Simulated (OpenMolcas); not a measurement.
Run report: C₂⁺, relativistic diatomic calculation (part 2 of 2)

Continued. System: C₂⁺. Method: SA-CASSCF(7,8)/XMS-CASPT2 + RASSI spin-orbit (X2C scalar, AMFI), ANO-RCC-VTZP (OpenMolcas).

**Log (extracts), continued**
```
++ Dipole transition strengths (spin-free states):
     for osc. strength at least  1.00000000E-05
      From   To        Osc. strength     Einstein coefficients Ax, Ay, Az (sec-1)    Total A (sec-1)
         1    2       1.63125951E-02  0.00000000E+00  0.00000000E+00  4.41979329E+06  4.41979329E+06
         6   12       2.12826453E-04  7.35018090E-02  3.30805747E+03  0.00000000E+00  3.30813097E+03
         6   13       2.15185477E-04  3.41881817E+03  7.59528118E-02  0.00000000E+00  3.41889413E+03
         6   14       9.43921849E-04  3.22383252E+04  6.45867080E-01  0.00000000E+00  3.22389711E+04
         6   15       5.70333098E-04  6.53528005E-01  2.65320206E+04  0.00000000E+00  2.65326742E+04
         6   11       7.11308655E-04  0.00000000E+00  0.00000000E+00  1.97232682E+05  1.97232682E+05
         7   12       2.12826628E-04  3.30805708E+03  7.35006489E-02  0.00000000E+00  3.30813058E+03
         7   13       2.15153144E-04  7.59635314E-02  3.41830127E+03  0.00000000E+00  3.41837723E+03
         7   14       9.43966760E-04  6.45835542E-01  3.22398387E+04  0.00000000E+00  3.22404845E+04
         7   15       5.70333209E-04  2.65320113E+04  6.53528235E-01  0.00000000E+00  2.65326649E+04
         7   10       7.11301445E-04  0.00000000E+00  0.00000000E+00  1.97230588E+05  1.97230588E+05
        12    8       8.84108371E-04  1.89514142E+01  2.64234245E+04  0.00000000E+00  2.64423759E+04
        12    9       8.84108165E-04  2.64234238E+04  1.89513796E+01  0.00000000E+00  2.64423752E+04
        12   17       5.53010204E-02  0.00000000E+00  0.00000000E+00  2.23240112E+07  2.23240112E+07
        12   18       2.36654437E-05  0.00000000E+00  0.00000000E+00  9.61988156E+03  9.61988156E+03
        13    8       8.77150058E-04  2.58007540E+04  1.85021711E+01  0.00000000E+00  2.58192562E+04
        13    9       8.77025533E-04  1.85047685E+01  2.57970913E+04  0.00000000E+00  2.58155961E+04
        13   17       2.35323322E-05  0.00000000E+00  0.00000000E+00  9.45854948E+03  9.45854948E+03
        13   18       5.53736097E-02  0.00000000E+00  0.00000000E+00  2.24122219E+07  2.24122219E+07
        14    8       1.52868535E-03  1.94394179E+04  1.36765348E+01  0.00000000E+00  1.94530944E+04
        14    9       1.52877384E-03  1.36757478E+01  1.94405508E+04  0.00000000E+00  1.94542265E+04
        19    2       5.61396368E-04  1.51971012E+04  3.05890376E+00  0.00000000E+00  1.52001601E+04
        19    3       9.48588308E-04  4.66689346E+01  6.24771871E+05  0.00000000E+00  6.24818540E+05
        19    4       9.49269165E-04  6.26118740E+05  4.67694833E+01  0.00000000E+00  6.26165510E+05
        19    5       4.50102317E-05  6.40966862E+00  3.13913292E+04  0.00000000E+00  3.13977389E+04
        20    2       5.61396382E-04  3.05890368E+00  1.51971016E+04  0.00000000E+00  1.52001605E+04
        20    3       9.48588340E-04  6.24771892E+05  4.66689340E+01  0.00000000E+00  6.24818561E+05
        20    4       9.49269100E-04  4.67694814E+01  6.26118698E+05  0.00000000E+00  6.26165467E+05
        20    5       4.50102471E-05  3.13913399E+04  6.40967775E+00  0.00000000E+00  3.13977496E+04
        15    8       5.22082235E-04  2.49972759E+00  3.50177216E+03  0.00000000E+00  3.50427189E+03
        15    9       5.22082771E-04  3.50177727E+03  2.49972871E+00  0.00000000E+00  3.50427700E+03
        15   16       7.99957039E-03  0.00000000E+00  0.00000000E+00  1.98475367E+06  1.98475367E+06
         8   11       1.33442046E-04  0.00000000E+00  0.00000000E+00  6.99536671E+03  6.99536671E+03
         9   10       1.33442817E-04  0.00000000E+00  0.00000000E+00  6.99540186E+03  6.99540186E+03
         2   21       5.47177863E-03  5.58412438E+01  1.74489323E+06  0.00000000E+00  1.74494907E+06
         2   22       5.47177849E-03  1.74489319E+06  5.58412456E+01  0.00000000E+00  1.74494903E+06
        10   16       3.84490937E-04  1.34753494E+04  1.12727387E+00  0.00000000E+00  1.34764767E+04
        10   17       7.65221437E-04  4.16693607E+04  3.76409786E+01  0.00000000E+00  4.17070017E+04
        10   18       7.72462884E-04  3.87201429E+01  4.28638262E+04  0.00000000E+00  4.29025464E+04
        11   16       3.84490087E-04  1.12727297E+00  1.34753098E+04  0.00000000E+00  1.34764371E+04
        11   17       7.65215474E-04  3.76407623E+01  4.16690116E+04  0.00000000E+00  4.17066524E+04
        11   18       7.72456432E-04  4.28634433E+04  3.87198981E+01  0.00000000E+00  4.29021632E+04
        21    3       9.30767539E-05  6.30873627E+02  7.88077593E-02  0.00000000E+00  6.30952435E+02
        21    4       9.37355100E-05  8.04934249E-02  6.44366796E+02  0.00000000E+00  6.44447289E+02
        21    5       2.09511355E-04  2.35164254E+03  7.55248142E-02  0.00000000E+00  2.35171807E+03
        22    3       9.30767546E-05  7.88077553E-02  6.30873632E+02  0.00000000E+00  6.30952440E+02
        22    4       9.37355013E-05  6.44366736E+02  8.04934805E-02  0.00000000E+00  6.44447230E+02
        22    5       2.09511358E-04  7.55247588E-02  2.35164257E+03  0.00000000E+00  2.35171809E+03
 Electric-quadrupole - electric-quadrupole not included
 Electric-dipole - electric-octupole not included
 Electric-dipole - magnetic-quadrupole not included
   Eigenvalues of complex Hamiltonian:
  (Shifted by EMIN (a.u.) =        -75.3766527277)
 SO State       Relative EMIN(au)   Rel lowest level(eV)    D:o, cm**(-1)      Omega
     1            -0.0000002459        0.0000000000              0.0000         0.5
     2            -0.0000002459        0.0000000000              0.0000         0.5
     3            -0.0000000384        0.0000056453              0.0455         1.5
     4            -0.0000000384        0.0000056453              0.0455         1.5
     5             0.0255386592        0.6949490091           5605.1418         1.5
     6             0.0255386592        0.6949490091           5605.1418         1.5
     7             0.0256583898        0.6982070449           5631.4196         0.5
     8             0.0256583898        0.6982070449           5631.4196         0.5
     9             0.0475934182        1.2950895745          10445.6019         2.1
    10             0.0475934182        1.2950895745          10445.6019         2.1
    11             0.0478357534        1.3016838535          10498.7883         2.1
    12             0.0478357534        1.3016838535          10498.7883         2.1
    13             0.0582011361        1.5837402840          12773.7268         0.5
    14             0.0582011361        1.5837402840          12773.7268         0.5
    15             0.0627502888        1.7075290352          13772.1505         2.5
    16             0.0627502888        1.7075290352          13772.1505         2.5
    17             0.0627838859        1.7084432601          13779.5242         1.5
    18             0.0627838859        1.7084432601          13779.5242         1.5
    19             0.0628175511        1.7093593370          13786.9128         0.5
    20             0.0628175511        1.7093593370          13786.9128         0.5
    21             0.0628512846        1.7102772724          13794.3165         0.5
    22             0.0628512846        1.7102772724          13794.3165         0.5
    23             0.0636510947        1.7320412135          13969.8545         0.5
    24             0.0636510947        1.7320412135          13969.8545         0.5
    25             0.0780500259        2.1238560901          17130.0546         0.5
    26             0.0780500259        2.1238560901          17130.0546         0.5
    27             0.0781565333        2.1267543062          17153.4303         1.5
    28             0.0781565333        2.1267543062          17153.4303         1.5
    29             0.0918297343        2.4988210576          20154.3510         0.5
    30             0.0918297343        2.4988210576          20154.3510         0.5
    31             0.0918298242        2.4988235058          20154.3708         1.5
    32             0.0918298242        2.4988235058          20154.3708         1.5
    33             0.1184883687        3.2242394552          26005.2450         0.5
    34             0.1184883687        3.2242394552          26005.2450         0.5
    35             0.1185042742        3.2246722666          26008.7358         1.5
    36             0.1185042742        3.2246722666          26008.7358         1.5
    37             0.1515248417        4.1232076842          33255.9127         0.5
    38             0.1515248417        4.1232076842          33255.9127         0.5
    39             0.1596819249        4.3451732249          35046.1856         2.0
    40             0.1596819249        4.3451732249          35046.1856         2.0
    41             0.1600735413        4.3558296508          35132.1354         2.1
    42             0.1600735413        4.3558296508          35132.1354         2.1
    43             0.1618796233        4.4049756446          35528.5246         1.5
    44             0.1618796233        4.4049756446          35528.5246         1.5
    45             0.1619195267        4.4060614718          35537.2824         0.5
    46             0.1619195267        4.4060614718          35537.2824         0.5
    47             0.1619594475        4.4071477720          35546.0440         0.5
    48             0.1619594475        4.4071477720          35546.0440         0.5
    49             0.1619993849        4.4082345239          35554.8092         1.5
    50             0.1619993849        4.4082345239          35554.8092         1.5
    51             0.1620393393        4.4093217392          35563.5782         2.5
    52             0.1620393393        4.4093217392          35563.5782         2.5
    53             0.1620793107        4.4104094155          35572.3509         3.5
    54             0.1620793107        4.4104094155          35572.3509         3.5
    55             0.1913658974        5.2073380380          42000.0137         0.5
    56             0.1913658974        5.2073380380          42000.0137         0.5
    57             0.1914257586        5.2089669436          42013.1518         0.5
    58             0.1914257586        5.2089669436          42013.1518         0.5
    59             0.1914856281        5.2105960777          42026.2916         1.5
    60             0.1914856281        5.2105960777          42026.2916         1.5
    61             0.1915455061        5.2122254392          42039.4333         2.5
    62             0.1915455061        5.2122254392          42039.4333         2.5
    63             0.2058637097        5.6018436084          45181.9158         0.7
    64             0.2058637097        5.6018436084          45181.9158         0.7
    65             0.2059580667        5.6044111937          45202.6247         1.7
    66             0.2059580667        5.6044111937          45202.6247         1.7
    67             0.2061065125        5.6084506096          45235.2048         2.4
    68             0.2061065125        5.6084506096          45235.2048         2.4
    69             0.2062009362        5.6110200098          45255.9284         3.5
    70             0.2062009362        5.6110200098          45255.9284         3.5
    71             0.2101467010        5.7183897383          46121.9237         0.5
    72             0.2101467010        5.7183897383          46121.9237         0.5
    73             0.2101467396        5.7183907906          46121.9322         1.5
    74             0.2101467396        5.7183907906          46121.9322         1.5
 Weights of the five most important spin-orbit-free states for each spin-orbit state.
 SO State  Total energy (au)           Spin-free states, spin, and weights
    1        -0.000000       1 1.5  1.0000   15 0.5  0.0000   19 1.5
```

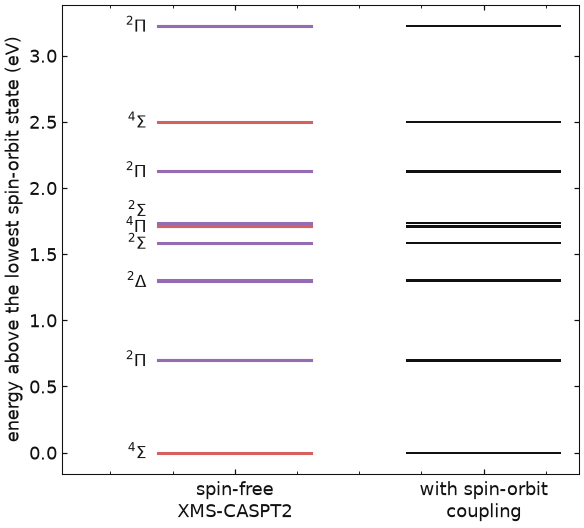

States up to 3.5 eV at 1.408 Å, without spin-orbit coupling (left, a colour for each spin multiplicity) and with it (right, where close levels merge). The spin-free states run ⁴Σ (0.00 eV), ²Π (0.70 eV), ²Δ (1.30 eV), ²Σ (1.58 eV), ⁴Π (1.71 eV), ²Σ (1.73 eV) from the lowest. The lowest spin-orbit levels have |Ω| = 1/2 (0 cm⁻¹), 3/2 (0 cm⁻¹), 3/2 (5,605 cm⁻¹), 1/2 (5,631 cm⁻¹), 2.05 (not clean) (10,446 cm⁻¹).

**Input**
```
&GATEWAY
Coord
2
angstrom
C 0.0 0.0 0.0
C 0.0 0.0 1.4080
Basis=ANO-RCC-VTZP
Group=XY
RX2C
AMFI
ANGMom
0.0 0.0 0.0
RICD
&SEWARD
&GUESSORB
&RASSCF
FileOrb=$CurrDir/o41.orb
Symmetry=1
Spin=4
nActEl=7 0 0
Inactive=2 0
RAS2=4 4
CIRoot=5 5 1
Linear
Iterations=120 100
OrbListing=Nothing
PRWF=0.15
>>COPY $Project.RasOrb $CurrDir/o41.orb
>>COPY $Project.rasscf.h5 $CurrDir/r41.h5
&CASPT2
XMultistate=all
Imaginary=0.2
IPEA=0.25
MaxIter=40
>>COPY $Project.JobMix JOB001
&RASSCF
FileOrb=$CurrDir/o22.orb
Symmetry=2
Spin=2
nActEl=7 0 0
Inactive=2 0
RAS2=4 4
CIRoot=6 6 1
Linear
Iterations=120 100
OrbListing=Nothing
PRWF=0.15
>>COPY $Project.RasOrb $CurrDir/o22.orb
>>COPY $Project.rasscf.h5 $CurrDir/r22.h5
&CASPT2
XMultistate=all
Imaginary=0.2
IPEA=0.25
MaxIter=40
>>COPY $Project.JobMix JOB002
&RASSCF
FileOrb=$CurrDir/o21.orb
Symmetry=1
Spin=2
nActEl=7 0 0
Inactive=2 0
RAS2=4 4
CIRoot=7 7 1
Linear
Iterations=120 100
OrbListing=Nothing
PRWF=0.15
>>COPY $Project.RasOrb $CurrDir/o21.orb
>>COPY $Project.rasscf.h5 $CurrDir/r21.h5
&CASPT2
XMultistate=all
Imaginary=0.2
IPEA=0.25
MaxIter=40
>>COPY $Project.JobMix JOB003
&RASSCF
FileOrb=$CurrDir/o42.orb
Symmetry=2
Spin=4
nActEl=7 0 0
Inactive=2 0
RAS2=4 4
CIRoot=4 4 1
Linear
Iterations=120 100
OrbListing=Nothing
PRWF=0.15
>>COPY $Project.RasOrb $CurrDir/o42.orb
>>COPY $Project.rasscf.h5 $CurrDir/r42.h5
&CASPT2
XMultistate=all
Imaginary=0.2
IPEA=0.25
MaxIter=40
>>COPY $Project.JobMix JOB004
&RASSCF
FileOrb=$CurrDir/o62.orb
Symmetry=2
Spin=6
nActEl=7 0 0
Inactive=2 0
RAS2=4 4
CIRoot=2 2 1
Linear
Iterations=120 100
OrbListing=Nothing
PRWF=0.15
>>COPY $Project.RasOrb $CurrDir/o62.orb
>>COPY $Project.rasscf.h5 $CurrDir/r62.h5
&CASPT2
XMultistate=all
Imaginary=0.2
IPEA=0.25
MaxIter=40
>>COPY $Project.JobMix JOB005
&RASSI
Nr of JobIphs=5 5 6 7 4 2
1 2 3 4 5
1 2 3 4 5 6
1 2 3 4 5 6 7
1 2 3 4
1 2
SpinOrbit
EJob
Omega
MEES
MESO
Properties=4
'AngMom' 3 'Mltpl  1' 1 'Mltpl  1' 2 'Mltpl  1' 3
Thrs=1.0d-4
>>COPY $Project.rassi.h5 $CurrDir/so.h5
```

The first orbital files come from an earlier step.

Launched with:
```bash
pymolcas m.inp (one call a module block, same work directory)
```

**Key numbers**

```tsv
quantity	value
outcome	converged; components of a degenerate state are split by 86 cm⁻¹
lowest spin-free state	⁴Σ
lowest spin-orbit level	Ω = 1/2, −75.37665 hartree
next level	Ω = 3/2, 0 cm⁻¹
hardware	1 thread of Arm Neoverse V1, 24 GiB of memory available, shared host
wall time	28 s
```

**Remarks**

Caveats: the two components of ²Δ at 4.36 eV, degenerate in CASSCF as they must be, are split by 86 cm⁻¹ in XMS-CASPT2, an artefact that passes into its spin-orbit levels; 16 of the 74 spin-orbit states have no clean Ω, so their splittings aren't to be trusted.
